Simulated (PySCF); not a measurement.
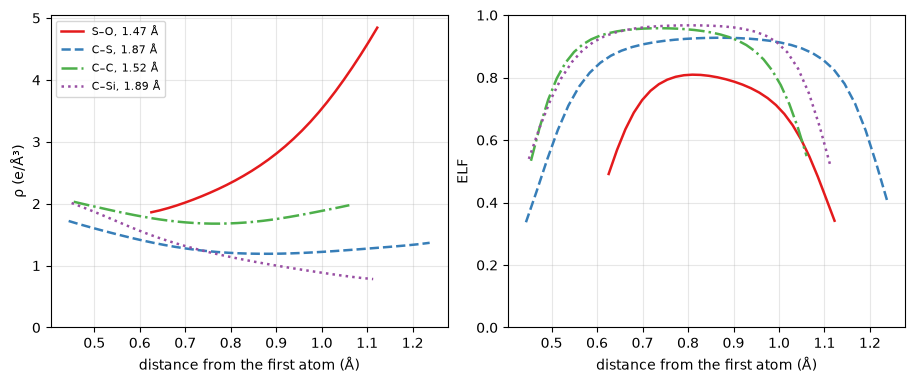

Figure. C₃H₈OSSi. Total electron density and electron localisation function along straight lines between neighbouring atoms. The curves leave out the atomic cores.

Geometry: GFN2-xTB, coordinate held.

Level of theory: BHandHLYP/pcSseg-1, SCF density, gas phase, non-relativistic in PySCF.

Input file:

```
{"job": {"kind": "nmr", "xc": "BHandHLYP", "basis": "pcSseg-1", "every": 1, "pop": false}, "charge": 0, "multiplicity": 1}
O     -1.147525    -2.490722     0.183672
S     -0.546435    -1.387137     0.949656
C     -1.337533     0.050271     0.051487
C     -0.495498     1.302825     0.188007
Si     1.299308     0.774277    -0.182003
C      0.979832    -1.090874    -0.085327
H     -2.343606     0.175802     0.455045
H     -1.417905    -0.298889    -0.974441
H     -0.593698     1.699827     1.199332
H     -0.864675     2.074237    -0.487382
H      1.740527     1.170056    -1.520899
H      2.229565     1.219078     0.857547
H      0.730789    -1.542721    -1.041056
H      1.796240    -1.663536     0.349739
```

Launched as:

```sh
OMP_NUM_THREADS=1 python ens_run.py task.json out
```

### Compare the contacts.

S–O (1.47 Å): ρ at the midpoint is about 2.1 e/Å³; the ELF peaks at about 0.80 between the atoms (a polar covalent bond).
C–S (1.87 Å): ρ at the midpoint is about 1.2 e/Å³; the ELF peaks at about 0.95 between the atoms: a covalent bond.
C–C (1.52 Å): ρ at the midpoint is about 1.7 e/Å³; the ELF peaks at about 0.95 between the atoms; a covalent bond.
C–Si (1.89 Å): ρ at the midpoint is about 0.94 e/Å³; the ELF peaks at about 0.95 between the atoms, as expected for a shared electron pair.
